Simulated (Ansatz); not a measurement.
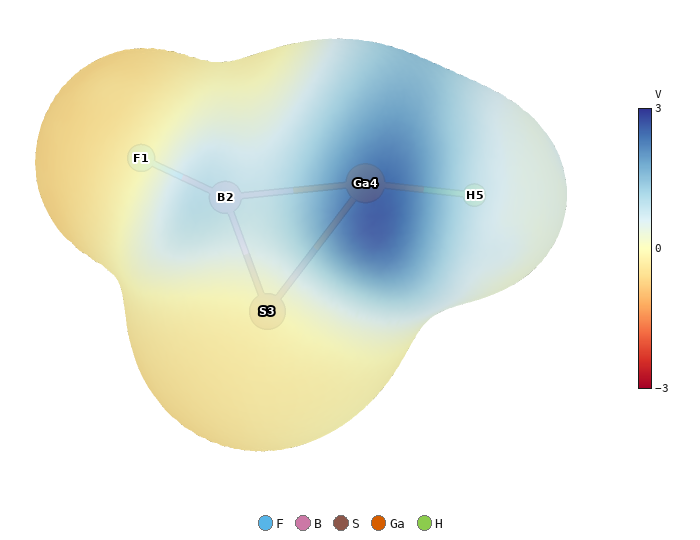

*BFGaHS (SMILES F[B]1[S][GaH]1). The electrostatic potential painted on the density surface at 0.002 e/bohr³, seen at a tilt; red is negative and blue positive.*

Geometry: PBE0-D4/def2-TZVP.

These are results of Ansatz, RKS PBE0-D4/def2-TZVPP, not measurements.

The calculation's input:

```
crystal:
  periodic: [false, false, false]
  atoms:
    - {symbol: F, position_ang: [1.020765, -1.629329, 1.247282]}
    - {symbol: B, position_ang: [0.333875, -0.813236, 0.485373]}
    - {symbol: S, position_ang: [-1.110176, -0.973878, -0.507263]}
    - {symbol: Ga, position_ang: [0.119248, 1.025169, -0.266856]}
    - {symbol: H, position_ang: [-0.313713, 2.317673, -0.999835]}
basis:
  gaussian: {orbitals: def2-TZVPP}
hamiltonian: {xc: pbe0, dispersion: d4}
output: {orbitals: {seedname: orbitals}}
```

Launched as:

```sh
ansatz run in.yaml --threads 2 --pin off --events-out ev --progress --plain --max-ram 4352MiB
```

**Which sites attract a positive test charge, and which a negative one?**

A positive charge is drawn to the negative regions and a negative charge to the positive ones. The most negative region (about −0.7 V) lies over F1, the most positive (about +2.6 V) over Ga4.
